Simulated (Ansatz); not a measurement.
**C3H12AlNSi: two geometries relaxed**

Aim: relax the geometries before and after the inversion of the pyramid at N6, and see whether they are two minima and how far apart in energy. SMILES of the start: C[CH]([SiH3])[Al]([CH3])[NH2].

All numbers below are computed with Ansatz 0.2.0 (RKS r2SCAN-D4/6-31G).

**1. The system as given**

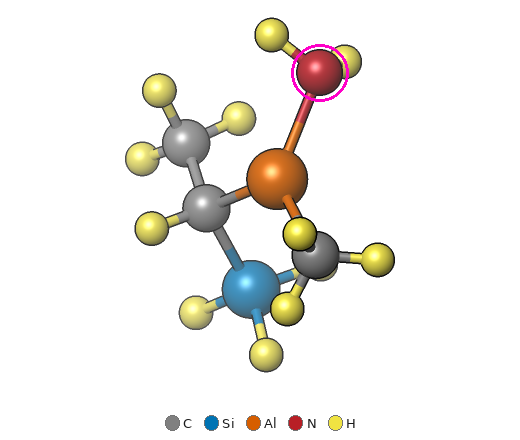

Start, viewed from a free direction; carbon grey, silicon blue, aluminium orange, nitrogen red, hydrogen yellow. Ringed: N6.

Structure file:

```xyz
18

C     0.5359    0.8418    1.8364
C     0.8259    0.1927    0.5068
Si    1.1080   -1.6302    0.7663
Al   -0.5758    0.4128   -0.8264
C    -0.4633   -0.3916   -2.6587
N    -2.2438    1.3546   -0.3439
H    -0.4034    0.4516    2.2781
H     1.3664    0.7940    2.5361
H     0.3251    1.9885    1.6947
H     1.7488    0.6535    0.1031
H     1.4849   -2.2673   -0.4765
H    -0.0521   -2.2545    1.3406
H     2.1999   -1.7750    1.7158
H     0.4950   -0.8735   -2.7098
H    -0.5415    0.4049   -3.3969
H    -1.2667   -1.0922   -2.7868
H    -2.6189    0.8879    0.5002
H    -1.9620    2.3131   -0.0273
```

**2. End point A**

input.yaml reads:

```yaml
crystal:
  periodic: [false, false, false]
  atoms:
    - { symbol: C, position_ang: [0.5359, 0.8418, 1.8364] }
    - { symbol: C, position_ang: [0.8259, 0.1927, 0.5068] }
    - { symbol: Si, position_ang: [1.108, -1.6302, 0.7663] }
    - { symbol: Al, position_ang: [-0.5758, 0.4128, -0.8264] }
    - { symbol: C, position_ang: [-0.4633, -0.3916, -2.6587] }
    - { symbol: "N", position_ang: [-2.2438, 1.3546, -0.3439] }
    - { symbol: H, position_ang: [-0.4034, 0.4516, 2.2781] }
    - { symbol: H, position_ang: [1.3664, 0.794, 2.5361] }
    - { symbol: H, position_ang: [0.3251, 1.9885, 1.6947] }
    - { symbol: H, position_ang: [1.7488, 0.6535, 0.1031] }
    - { symbol: H, position_ang: [1.4849, -2.2673, -0.4765] }
    - { symbol: H, position_ang: [-0.0521, -2.2545, 1.3406] }
    - { symbol: H, position_ang: [2.1999, -1.775, 1.7158] }
    - { symbol: H, position_ang: [0.495, -0.8735, -2.7098] }
    - { symbol: H, position_ang: [-0.5415, 0.4049, -3.3969] }
    - { symbol: H, position_ang: [-1.2667, -1.0922, -2.7868] }
    - { symbol: H, position_ang: [-2.6189, 0.8879, 0.5002] }
    - { symbol: H, position_ang: [-1.962, 2.3131, -0.0273] }
basis:
  gaussian: { orbitals: "6-31G" }
hamiltonian:
  xc: r2scan
  dispersion: d4
relax:
  f_tol: 0.015
  max_steps: 40
output:
  orbitals: {}
```

The run is started by

```sh
ansatz run input.yaml --threads 2 --pin off --max-ram 3072MiB --backend cpu --events-out ev --progress --plain --runs-dir out
```

What it wrote, shortened:

```text
Warning: RAYON_NUM_THREADS=2 ignored (pool sized by the plan → 2); use --threads N
[...]
Functional definition: r2SCAN
[...]
1256 factors; integrals over basis functions are off by at most 1.7e-4 eV
[...]
mean field -19263.64196917 eV, -707.9257850016 hartree, gradient 1.3e-5 eV, S^2 0.000000; 0 other end points of the search recorded, 0 dependent functions left out
[...]
reference -19263.64198361 eV, -707.9257855322 hartree; 32, 32 occupied and 54, 54 virtual orbitals, 1256 factors
relax step   1: F+E_penalty+E_count = -19263.75278641 eV  Δ(F+E_penalty+E_count) = +0.000e0 eV  max|allowed force component| = 2.711e0 eV/Å  Δτ_max = 0.0000 Å  (28 SCF iters, accepted)
[...]
relax step   3: F+E_penalty+E_count = -19264.43019100 eV  Δ(F+E_penalty+E_count) = -1.649e-1 eV  max|allowed force component| = 1.868e0 eV/Å  Δτ_max = 0.1902 Å  (28 SCF iters, accepted)
[...]
relax step   5: F+E_penalty+E_count = -19264.61306628 eV  Δ(F+E_penalty+E_count) = -9.788e-2 eV  max|allowed force component| = 1.045e0 eV/Å  Δτ_max = 0.1947 Å  (27 SCF iters, accepted)
[...]
relax step   7: F+E_penalty+E_count = -19264.79855434 eV  Δ(F+E_penalty+E_count) = -8.836e-2 eV  max|allowed force component| = 1.082e0 eV/Å  Δτ_max = 0.2000 Å  (26 SCF iters, accepted)
[...]
relax step   9: F+E_penalty+E_count = -19265.00240671 eV  Δ(F+E_penalty+E_count) = -9.375e-2 eV  max|allowed force component| = 2.956e-1 eV/Å  Δτ_max = 0.2000 Å  (27 SCF iters, accepted)
[...]
relax step  10: F+E_penalty+E_count = -19265.03304080 eV  Δ(F+E_penalty+E_count) = -3.063e-2 eV  max|allowed force component| = 1.974e-1 eV/Å  Δτ_max = 0.1999 Å  (26 SCF iters, accepted)
[...]
1256 factors; integrals over basis functions are off by at most 1.7e-4 eV
```

**3. More of the same log: end point A relaxed**

The log, continued, shortened:

```text
mean field -19264.91618103 eV, -707.9726114236 hartree, gradient 8.2e-6 eV, S^2 0.000000; 0 other end points of the search recorded, 0 dependent functions left out
[...]
reference -19264.91619506 eV, -707.9726119392 hartree; 32, 32 occupied and 54, 54 virtual orbitals, 1256 factors
relax step  11: F+E_penalty+E_count = -19265.02672435 eV  Δ(F+E_penalty+E_count) = +6.316e-3 eV  max|allowed force component| = 3.327e-1 eV/Å  Δτ_max = 0.1195 Å  (27 SCF iters, rejected (line search))
[...]
relax step  16: F+E_penalty+E_count = -19265.04060228 eV  Δ(F+E_penalty+E_count) = -9.190e-5 eV  max|allowed force component| = 4.982e-2 eV/Å  Δτ_max = 0.0365 Å  (25 SCF iters, accepted)
[...]
relax step  17: F+E_penalty+E_count = -19265.04090616 eV  Δ(F+E_penalty+E_count) = -3.039e-4 eV  max|allowed force component| = 9.533e-3 eV/Å  Δτ_max = 0.0145 Å  (22 SCF iters, accepted)
[...]
Atom 8 at     0.428517     2.049559     1.662081 Å, force     0.000924    -0.003398     0.001210 eV/Å
Atom 9 at     1.808330     0.620767     0.054431 Å, force    -0.003907    -0.003343    -0.000068 eV/Å
Atom 10 at     1.661359    -2.349371    -0.410121 Å, force    -0.002552     0.001563     0.003216 eV/Å
Atom 11 at    -0.020765    -2.318387     1.349148 Å, force     0.004434     0.000610    -0.001020 eV/Å
Atom 12 at     2.299130    -1.838968     1.893755 Å, force    -0.001319    -0.003017    -0.000652 eV/Å
Atom 13 at     0.253376    -1.043830    -2.768729 Å, force     0.000091    -0.000132     0.000332 eV/Å
Atom 14 at    -0.509836     0.434530    -3.377489 Å, force     0.001013     0.000767     0.002127 eV/Å
Atom 15 at    -1.514309    -0.911492    -2.823271 Å, force    -0.001932     0.000405    -0.001513 eV/Å
Atom 16 at    -2.907282     1.374954    -0.736831 Å, force    -0.002954     0.000709     0.000173 eV/Å
Atom 17 at    -2.143561     1.669512     0.720415 Å, force     0.002223     0.001388     0.001389 eV/Å
Dipole moment:    -0.164532     0.280662    -0.033500 e Å
```

Run time: 76 s. Hardware: 2 threads of Intel Xeon Platinum 8488C (Sapphire Rapids), shared host; peak memory 0.22 GiB.

Step by step:

| step | energy from step 1 (eV) | largest force component (eV/Å) |
| --- | --- | --- |
| 1 | 0.0000 | 2.7109 |
| 2 | -0.5125 | 1.4163 |
| 3 | -0.6774 | 1.8682 |
| 4 | -0.7624 | 0.4331 |
| 5 | -0.8603 | 1.0448 |
| 6 | -0.9574 | 1.2426 |
| 7 | -1.0458 | 1.0824 |
| 8 | -1.1559 | 0.9094 |
| 9 | -1.2496 | 0.2956 |
| 10 | -1.2803 | 0.1974 |
| 11x | -1.2739 | 0.3327 |
| 12 | -1.2857 | 0.0577 |
| 13x | -1.2856 | 0.0976 |
| 14 | -1.2870 | 0.0353 |
| 15 | -1.2877 | 0.0334 |
| 16 | -1.2878 | 0.0498 |
| 17 | -1.2881 | 0.0095 |

Step 1 is the start. 2 steps were tried and not accepted (marked x).

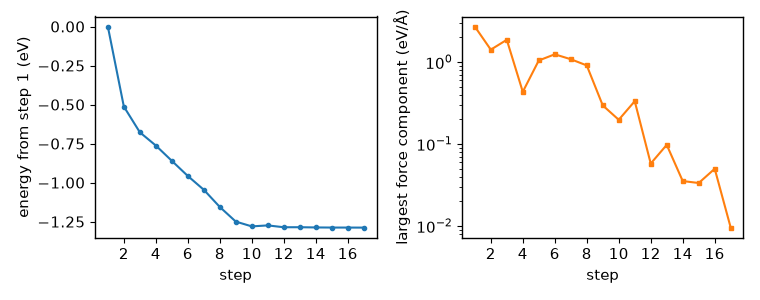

How energy and force went from step to step.

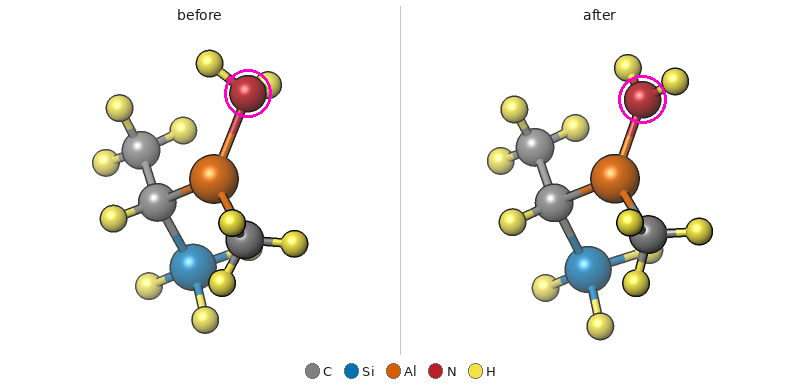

Before and after, at one scale.

After: Bond lengths (14 of 17 bonds, heavy atoms first): C1–C2 1.550 Å, C2–Si3 1.918 Å, C2–Al4 1.984 Å, Al4–C5 1.973 Å, Al4–N6 1.800 Å, C1–H7 1.099 Å, C1–H8 1.100 Å, C1–H9 1.099 Å, C2–H10 1.105 Å, Si3–H11 1.508 Å, Si3–H12 1.511 Å, Si3–H13 1.511 Å, C5–H14 1.098 Å, C5–H15 1.099 Å. Angles (14 of 30 angles, heavy atoms first): C1–C2–Si3 111.1°, C1–C2–Al4 112.5°, Si3–C2–Al4 109.1°, C2–Al4–C5 125.3°, C2–Al4–N6 115.5°, C5–Al4–N6 119.2°, C1–C2–H10 109.7°, Si3–C2–H10 105.8°, Al4–C2–H10 108.4°, C2–C1–H7 111.1°, C2–C1–H8 112.0°, C2–C1–H9 111.4°, C2–Si3–H11 111.5°, C2–Si3–H12 110.3°.

**4. End point B**

The second end starts from a geometry with the move made by hand.

input.yaml: that of step 2 with these lines changed.

```diff
@@ -19,4 +19,4 @@
     - { symbol: H, position_ang: [-1.2667, -1.0922, -2.7868] }
-    - { symbol: H, position_ang: [-2.6189, 0.8879, 0.5002] }
-    - { symbol: H, position_ang: [-1.962, 2.3131, -0.0273] }
+    - { symbol: H, position_ang: [-3.01968, 0.6856, -0.4904] }
+    - { symbol: H, position_ang: [-2.38246, 2.10086, -1.06656] }
 basis:
@@ -29,3 +29 @@
   max_steps: 40
-output:
-  orbitals: {}
```

The run is started by

```sh
ansatz run input.yaml --threads 2 --pin off --max-ram 3072MiB --backend cpu --events-out ev --progress --plain --runs-dir out
```

What it wrote, shortened:

```text
Warning: RAYON_NUM_THREADS=2 ignored (pool sized by the plan → 2); use --threads N
[...]
Functional definition: r2SCAN
[...]
1254 factors; integrals over basis functions are off by at most 1.7e-4 eV
[...]
mean field -19263.63441922 eV, -707.9255075460 hartree, gradient 1.3e-5 eV, S^2 0.000000; 0 other end points of the search recorded, 0 dependent functions left out
[...]
reference -19263.63443386 eV, -707.9255080838 hartree; 32, 32 occupied and 54, 54 virtual orbitals, 1254 factors
relax step   1: F+E_penalty+E_count = -19263.74427596 eV  Δ(F+E_penalty+E_count) = +0.000e0 eV  max|allowed force component| = 2.779e0 eV/Å  Δτ_max = 0.0000 Å  (27 SCF iters, accepted)
[...]
relax step   5: F+E_penalty+E_count = -19264.61820224 eV  Δ(F+E_penalty+E_count) = -9.029e-2 eV  max|allowed force component| = 3.811e-1 eV/Å  Δτ_max = 0.2000 Å  (26 SCF iters, accepted)
[...]
Atom 8 at     0.237105     2.066778     1.533843 Å, force    -0.000049    -0.000210     0.000693 eV/Å
Atom 9 at     1.738026     0.651779     0.028416 Å, force    -0.000419    -0.001273     0.001579 eV/Å
Atom 10 at     1.673637    -2.332866    -0.400856 Å, force     0.001215    -0.000270    -0.000183 eV/Å
Atom 11 at    -0.068172    -2.311655     1.298194 Å, force    -0.003115    -0.001124     0.000080 eV/Å
Atom 12 at     2.218705    -1.767866     1.913108 Å, force    -0.000071     0.001427     0.001204 eV/Å
Atom 13 at     0.421132    -1.066758    -2.852745 Å, force    -0.001927     0.001528    -0.000799 eV/Å
Atom 14 at    -0.480124     0.302262    -3.527676 Å, force    -0.000856     0.001738    -0.000202 eV/Å
Atom 15 at    -1.348887    -1.120436    -2.937164 Å, force     0.000129    -0.000155    -0.000783 eV/Å
Atom 16 at    -2.931650     1.290897    -1.045653 Å, force    -0.005644     0.001419    -0.003636 eV/Å
Atom 17 at    -2.254114     1.637947     0.442104 Å, force    -0.001640     0.005380     0.010799 eV/Å
Dipole moment:    -0.171084     0.277762    -0.048635 e Å
```

Run time: 69 s. Hardware: 2 threads of Intel Xeon Platinum 8488C (Sapphire Rapids), shared host; peak memory 0.22 GiB.

Relaxation path:

| step | energy from step 1 (eV) | largest force component (eV/Å) |
| --- | --- | --- |
| 1 | 0.0000 | 2.7791 |
| 2 | -0.5129 | 1.6037 |
| 3 | -0.6665 | 2.0709 |
| 4 | -0.7836 | 0.4509 |
| 5 | -0.8739 | 0.3811 |
| 6 | -0.9384 | 1.4662 |
| 7 | -1.0806 | 0.7631 |
| 8 | -1.1907 | 0.5579 |
| 9 | -1.2638 | 0.2973 |
| 10 | -1.2927 | 0.0571 |
| 11x | -1.2894 | 0.1978 |
| 12 | -1.2947 | 0.0262 |
| 13 | -1.2955 | 0.1112 |
| 14 | -1.2963 | 0.0523 |
| 15 | -1.2965 | 0.0186 |
| 16 | -1.2966 | 0.0108 |

Step 1 is the start. 1 step was tried and not accepted (marked x).

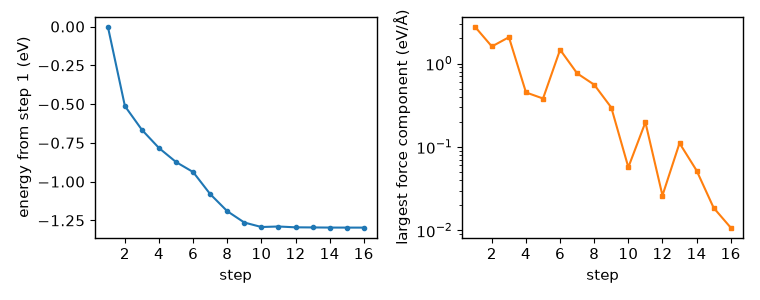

Energy and largest force along the relaxation.

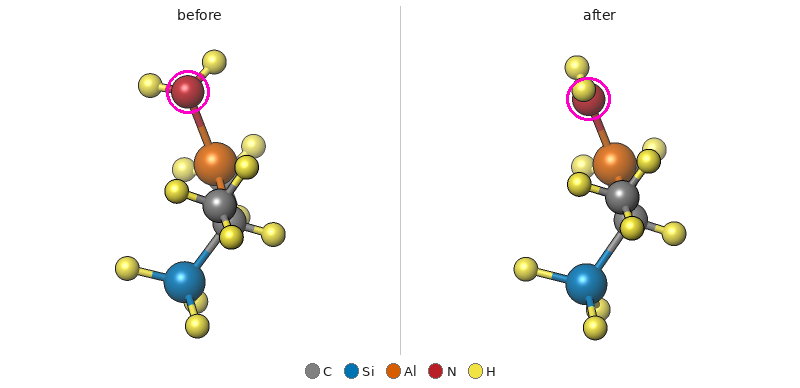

Before and after, at one scale.

After: Bond lengths (14 of 17 bonds, heavy atoms first): C1–C2 1.549 Å, C2–Si3 1.918 Å, C2–Al4 1.984 Å, Al4–C5 1.973 Å, Al4–N6 1.799 Å, C1–H7 1.099 Å, C1–H8 1.100 Å, C1–H9 1.099 Å, C2–H10 1.106 Å, Si3–H11 1.508 Å, Si3–H12 1.510 Å, Si3–H13 1.511 Å, C5–H14 1.098 Å, C5–H15 1.099 Å. Angles (14 of 30 angles, heavy atoms first): C1–C2–Si3 111.2°, C1–C2–Al4 112.6°, Si3–C2–Al4 109.2°, C2–Al4–C5 125.2°, C2–Al4–N6 115.6°, C5–Al4–N6 119.2°, C1–C2–H10 109.7°, Si3–C2–H10 105.7°, Al4–C2–H10 108.2°, C2–C1–H7 111.1°, C2–C1–H8 112.1°, C2–C1–H9 111.4°, C2–Si3–H11 111.5°, C2–Si3–H12 110.3°.

**5. Summary of results**

```
                           quantity                     value
                              end A  14 moves, 1.288 eV lower
                              end B  14 moves, 1.297 eV lower
largest difference between the ends                    0.10 Å
            end B relative to end A                 +0.000 eV
```

What this shows: Both starts fell into the same minimum (no atom differs by more than 0.10 Å), so from this start no second minimum was found and no band was run; another arrangement could still be one. The basis is very small, so the numbers are rough.
